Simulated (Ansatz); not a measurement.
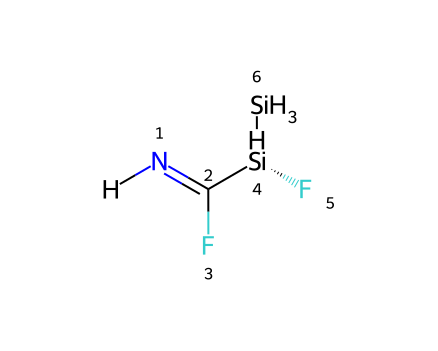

A structural formula, with wedges where it has stereocentres; small numbers name the atoms. The configuration is that of a computed structure (PBE-D4/def2-SVP).

What are the Cahn–Ingold–Prelog descriptors?

Answer. Si4: S; N1=C2: E.

Write the isomeric SMILES.

Answer. [H]/N=C(\F)[Si@@H](F)[SiH3]
